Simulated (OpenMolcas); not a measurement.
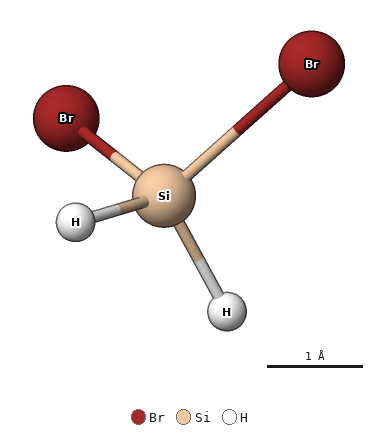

The structure as given in the input (ball-and-stick view, seen at a tilt).

Energy and gradient calculation of SiH2Br2 (part 1 of 2)

The run: energy and gradient calculation of SiH2Br2, SMILES Br[SiH2]Br. Method and program: B97-2/def2-SVP, UKS (OpenMolcas 26.06).

A bond length was changed on purpose from its optimised value.

Input:
```
>>> EXPORT MOLCAS_PRINT=2
&GATEWAY
BasLib=$CurrDir
Coord=input.xyz
Basis=def2-SVP
Group=NoSym
&SEWARD
&SCF
UHF
KSDFT=HYB_GGA_XC_B97_2
Scramble=0.2
PrOrbitals=1 1
&ALASKA
```

File input.xyz:
```
5

Br    -1.489633    -1.120013     0.331553
Si     0.158230    -0.046290     0.054680
Br    -0.295570     1.814160    -1.042010
H      1.103430    -0.843230    -0.751710
H      0.706590     0.314640     1.376730
```

Command:
```bash
export MOLCAS_MEM=1860
pymolcas job.input > job.log
```

Log:
```
--- Start Module: gateway ---

                                              &GATEWAY

                       available to each process: 1.9 GB of memory, 1 thread

 Basis Set     1 Label: BR.DEF2-SVP
 Basis set is read from library:.
 basistype.tbl is not found

 Basis Set     2 Label: SI.DEF2-SVP
 Basis set is read from library:.
 basistype.tbl is not found

 Basis Set     3 Label: BR.DEF2-SVP
 Basis set is read from library:.
 basistype.tbl is not found

 Basis Set     4 Label: H.DEF2-SVP
 Basis set is read from library:.
 basistype.tbl is not found

++    Symmetry information:
      ---------------------

                    Character Table for C1

                             E
                    a        1  x, y, xy, Rz, z, xz, Ry, yz, Rx, I
--

++    Basis set information:
      ----------------------

      Basis set label: BR.DEF2-SVP.........

      Electronic valence basis set:
      ------------------
      Associated Effective Charge  35.000000 au
      Associated Actual Charge     35.000000 au
      Nuclear Model: Point charge

      Shell  nPrim  nBasis  Cartesian Spherical Contaminant
         s      14       5        X
         p      10       4        X
         d       6       3                 X

      Basis set label: SI.DEF2-SVP.........

      Electronic valence basis set:
      ------------------
      Associated Effective Charge  14.000000 au
      Associated Actual Charge     14.000000 au
      Nuclear Model: Point charge

      Shell  nPrim  nBasis  Cartesian Spherical Contaminant
         s      10       4        X
         p       7       3        X
         d       1       1                 X

      Basis set label: BR.DEF2-SVP.........

      Electronic valence basis set:
      ------------------
      Associated Effective Charge  35.000000 au
      Associated Actual Charge     35.000000 au
      Nuclear Model: Point charge

      Shell  nPrim  nBasis  Cartesian Spherical Contaminant
         s      14       5        X
         p      10       4        X
         d       6       3                 X

      Basis set label: H.DEF2-SVP.........

      Electronic valence basis set:
      ------------------
      Associated Effective Charge   1.000000 au
      Associated Actual Charge      1.000000 au
      Nuclear Model: Point charge

      Shell  nPrim  nBasis  Cartesian Spherical Contaminant
         s       4       2        X
         p       1       1        X
--

++    Molecular structure info:
      -------------------------

                    ************************************************
                    **** Cartesian Coordinates / bohr, angstrom ****
                    ************************************************

     Center  Label                x              y              z                     x              y              z
        1      BR1             -2.814998      -2.116518       0.626544             -1.489633      -1.120013       0.331553
        2      SI2              0.299011      -0.087475       0.103330              0.158230      -0.046290       0.054680
        3      BR3             -0.558546       3.428266      -1.969114             -0.295570       1.814160      -1.042010
        4      H4               2.085180      -1.593474      -1.420526              1.103430      -0.843230      -0.751710
        5      H5               1.335262       0.594583       2.601643              0.706590       0.314640       1.376730

                    ***************************************
                    *    InterNuclear Distances / bohr    *
                    ***************************************

               1 BR1           2 SI2           3 BR3           4 H4            5 H5
    1 BR1      0.000000
    2 SI2      3.753375        0.000000
    3 BR3      6.524848        4.170235        0.000000
    4 H4       5.336274        2.789367        5.701588        0.000000
    5 H5       5.336267        2.789370        5.701585        4.639807        0.000000

                    *******************************************
                    *    InterNuclear Distances / angstrom    *
                    *******************************************

               1 BR1           2 SI2           3 BR3           4 H4            5 H5
    1 BR1      0.000000
    2 SI2      1.986200        0.000000
    3 BR3      3.452801        2.206794        0.000000
    4 H4       2.823835        1.476070        3.017150        0.000000
    5 H5       2.823831        1.476071        3.017149        2.455280        0.000000

                    **************************************
                    *    Valence Bond Angles / degree    *
                    **************************************
                          Atom centers                 Phi
                      4 H4       2 SI2      5 H5       112.55
--

            Nuclear Potential Energy            471.44108495 au

--- Stop Module: gateway /rc=_RC_ALL_IS_WELL_ ---

--- Start Module: seward ---

                                              &SEWARD

                       available to each process: 1.9 GB of memory, 1 thread

               SEWARD will generate:
                  Multipole Moment integrals up to order  2
                  Kinetic Energy integrals
                  Nuclear Attraction integrals (point charge)
                  One-Electron Hamiltonian integrals
                  Velocity integrals
                  Orbital angular momentum around ( -1.3545   0.5328  -0.5424 )
                  Velocity quadrupole around ( -1.3545   0.5328  -0.5424 )
                  Two-Electron Repulsion integrals

                   Integrals are discarded if absolute value <: 1.00E-14
                   Integral cutoff threshold is set to       <: 1.00E-16

            Nuclear Potential Energy            471.44108495 au

      Basis set specifications :
      Symmetry species         a
      Basis functions           92

--- Stop Module: seward /rc=_RC_ALL_IS_WELL_ ---
--- Module seward spent 7 seconds ---

--- Start Module: scf ---

                                                &SCF

                       available to each process: 1.9 GB of memory, 1 thread

++    Input section:
      --------------

      Header of the integral files:

      Cartesian coordinates in angstrom:
      -----------------------------------------------------
      No.  Label        X            Y            Z
      -----------------------------------------------------
       1   BR1       -1.48963300  -1.12001300   0.33155300
       2   SI2        0.15823000  -0.04629000   0.05468000
       3   BR3       -0.29557000   1.81416000  -1.04201000
       4   H4         1.10343000  -0.84323000  -0.75171000
       5   H5         0.70659000   0.31464000   1.37673000
      -----------------------------------------------------
      Nuclear repulsion energy =  471.44108495
--

++    Orbital specifications:
      -----------------------

      Symmetry species               1
                                     a
      Frozen orbitals                0
      Occupied orbitals alpha       43
      Occupied orbitals beta        43
      Secondary orbitals alpha      49
      Secondary orbitals beta       49
      Deleted orbitals               0
      Total number of orbitals      92
      Number of basis functions     92
--

      Molecular charge                           0.000

      Numerical integration parameters
      --------------------------------
      Radial quadrature type:                         MHL
      Size of radial grid:                            75
      Lebedev angular grid:                           29
      Angular grid pruned with the crowding factor:  3.00E+00
                                 and fading factor:  6.00E+00
      Screening threshold for integral computation:   1.00E-11
      Radial quadrature accuracy:                     1.00E-25
      Maximum batch size:                             128
      AO values are stored on disk
      The same grid will be used for all iterations.

      DFT functional specifications
      -----------------------------
      Using Libxc version: 6.2.2
      Please cite the following reference:
      S. Lehtola, C. Steigemann, M. J.T. Oliveira, and M. A.L. Marques.,  SoftwareX 7, 1–5 (2018) doi:10.1016/j.softx.2017.11.002

      * Becke 97-2

++    Optimization specifications:
      ----------------------------

      SCF Algorithm: Conventional USCF
      D(i)-D(i-1) density differences are used
      Number of density matrices in core                 5
      Maximum number of NDDO SCF iterations            400
      Maximum number of HF SCF iterations              400
      Threshold for SCF energy change             1.00E-09
      Threshold for density matrix                1.00E-04
      Threshold for Fock matrix                   1.50E-04
      Threshold for linear dependence             1.00E-09
      Threshold at which DIIS is turned on        1.50E-01
      Maximum depth in the DIIS procedure                5
      Maximum depth in the BFGS Hessian update          30
      Threshold at which QNR/C2DIIS is turned on  7.50E-02
      Threshold for Norm(delta) (QNR/C2DIIS)      1.00E-03
      All orbitals punched on: UHFORB
--

      Input vectors read from INPORB
      Orbital file label: *Guess orbitals
      Start orbitals are scrambled in order to introduce symmetry breaking

++ Convergence information
                               UHF [...]      iterations: Energy and convergence statistics

Iter     Tot. [...]      One-elec.       Two-elec.     Energy      Max Dij or  Max Fij      DNorm      TNorm      AccCon     Time
         Energy          Energy          Energy        Change      Delta Norm                                                in Sec.

 The total and one-electron energies are shifted by a value of      5000. a.u.

   1  -439.390380387 -3665.078469375  2754.247004036   0.00E+00    4.19E-01*   3.77E-01*    1.61E+01   5.60E+02   None         1.
   2  -425.604605828 -3592.411787449  2695.366096668   1.38E+01*   3.65E-01*   4.15E-01*    3.92E+01   5.54E+02   EDIIS        1.
   3  -439.432569829 -3678.435101762  2767.561446980  -1.38E+01*   1.68E-01*   7.21E-02*    3.04E+00   5.62E+02   EDIIS        1.
   4  -439.700026931 -3674.211596758  2763.070484874  -2.67E-01*   1.68E-01*   3.88E-02*    9.93E-01   5.61E+02   EDIIS        1.
   5  -439.683600693 -3671.774642626  2760.649956980   1.64E-02*   1.99E-02*   1.79E-02*    1.06E+00   5.61E+02   EDIIS        1.
   6  -439.721229288 -3673.009435638  2761.847121397  -3.76E-02*   2.77E-03*   2.54E-03*    1.48E-01   5.61E+02   c2DIIS       1.
   7  -439.721710478 -3673.142373036  2761.979577605  -4.81E-04*   8.67E-03*   6.48E-04*    2.27E-02   5.61E+02   QNRc2DIIS    1.
   8  -439.721711383 -3673.174022401  2762.011226065  -9.05E-07*   4.23E-03*   5.41E-04*    1.65E-02   5.61E+02   QNRc2DIIS    1.
   9  -439.721717171 -3673.157208846  2761.994406722  -5.79E-06*   6.01E-04    6.73E-05     8.05E-03   5.61E+02   QNRc2DIIS    1.
  10  -439.721717230 -3673.154783900  2761.991981717  -5.91E-08*   2.96E-04    3.81E-05     1.08E-03   5.61E+02   QNRc2DIIS    1.
  11  -439.721717242 -3673.157286774  2761.994484578  -1.21E-08*   1.10E-04    1.42E-05     5.49E-04   5.61E+02   QNRc2DIIS    1.
  12  -439.721717245 -3673.156547171  2761.993744973  -2.93E-09*   2.19E-05    1.77E-06     2.23E-04   5.61E+02   QNRc2DIIS    1.
  13  -439.721717245 -3673.156323076  2761.993520878  -4.37E-11    9.76E-06    1.16E-06     3.94E-05   5.61E+02   QNRc2DIIS    1.

       Convergence after  13 Iterations
--

 *****************************************************************************************************************************
 *                                             SCF/KS-DFT Program, Final results                                             *
 *                                                       Final Results                                                       *
 *****************************************************************************************************************************

::    Total KS-DFT energy                           -5439.7217172449
      One-electron energy                           -8673.1563230764
      Two-electron energy                            2761.9935208783
      Nuclear repulsion energy                        471.4410849532
      Kinetic energy (interpolated)                  5434.3185633949
      Virial theorem                                    1.0009942652
      Total spin, S(S+1)                               -0.0000000000
      Total spin, S                                    -0.0000000000
      Max non-diagonal density matrix element           0.0000020307
      Max non-diagonal Fock matrix element              0.0000005340

      All orbitals with orbital energies smaller than  E(LUMO)+0.5 are printed

++    Molecular orbitals:
      -------------------

      Title: UKS-DFT orbitals (alpha)

      Molecular orbitals for symmetry species 1: a

          Orbital            1         2         3         4         5         6         7         8         9        10
          Energy         -482.8175 -482.7970  -66.1781  -62.5756  -62.5532  -56.4042  -56.4025  -56.4024  -56.3824  -56.3802
          Occ. No.          1.0000    1.0000    1.0000    1.0000    1.0000    1.0000    1.0000    1.0000    1.0000    1.0000
```
